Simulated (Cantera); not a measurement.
Charge: 1 mol Cu₂O, 1.1 mol C, 0.35 mol H₂, equilibrated at 130 Pa.

Equilibrium computed with Cantera from the NASA thermochemical tables; the gas is ideal and each condensed phase is pure. Candidate condensed phases: C, C₆H₆, C₇H₈, C₈H₁₈, Cu, CuO, Cu(OH)₂, Cu₂O, H₂O; 113 gas species. Equilibrium is a limit: real reactors are often held back by kinetics, nucleation or transport.

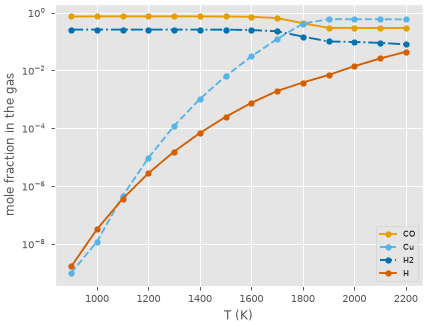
Equilibrium gas composition (values under 1e-9 drawn at 1e-9)

Question: Read off the mole fractions at 1200 K.

Answer: CO about 0.74, H₂ about 0.26, Cu about 9.4e-6, H about 2.8e-6.
